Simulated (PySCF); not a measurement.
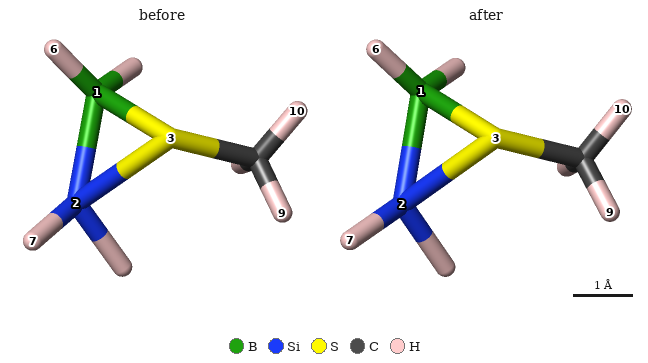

The structure of CH7BSSi before (left) and after (right) a relaxation, at one scale.

A stick model, seen face on.

The start comes from GFN2-xTB.

Theory: PBE0-D3(BJ)/def2-SVP geometry optimisation, gas phase in PySCF. 

Q: Summarise the run.

A: Over 4 geometry steps the energy falls by 11.6 kJ/mol. Largest force component: 0.74 eV/Å at the start, 0.022 eV/Å at the end. The atom that moves furthest after the best rigid fit is an H atom (0.11 Å). By element the largest moves are H 0.11 Å, Si 0.07 Å, C 0.03 Å, B 0.02 Å, S 0.02 Å. Among the contacts that change: S–Si 2.304 → 2.265 Å, B–Si 1.931 → 1.969 Å, B–H 1.178 → 1.209 Å, H–Si 1.471 → 1.494 Å. Bond angles that change, for instance: S–Si–H 100.7° → 106.8°, H–Si–H 103.9° → 109.2°, S–Si–H 101.2° → 104.8°.
